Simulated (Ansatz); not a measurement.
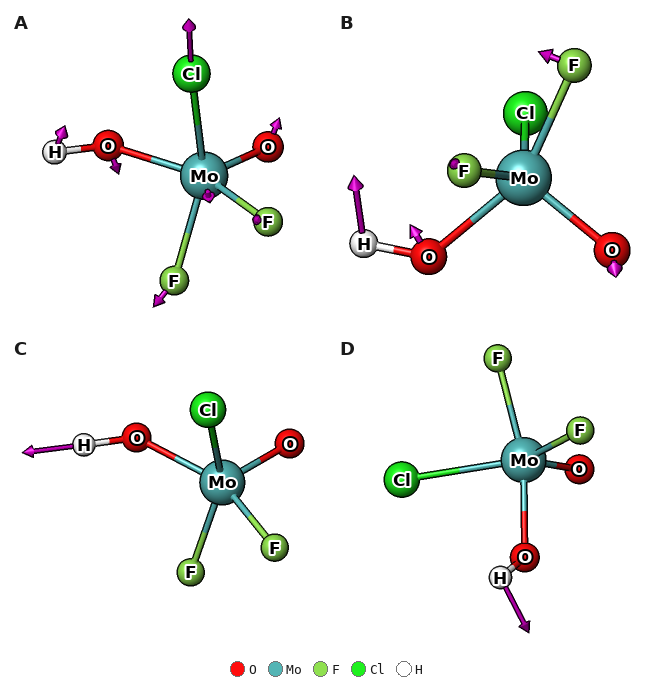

4 normal modes of one molecule or complex, as arrows. Charge 0, singlet. Harmonic vibrations computed with RKS PBE0-D4/def2-TZVP, core potentials on Mo (Ansatz 0.2.0) at a stationary point of the same level.

Match the panels to the wavenumbers 242 cm⁻¹, 395 cm⁻¹, 570 cm⁻¹, 3878 cm⁻¹.

A: 395 cm⁻¹, Mo–Cl stretching
B: 242 cm⁻¹, angle bending
C: 3878 cm⁻¹, O–H stretching
D: 570 cm⁻¹, H–O–Mo bending
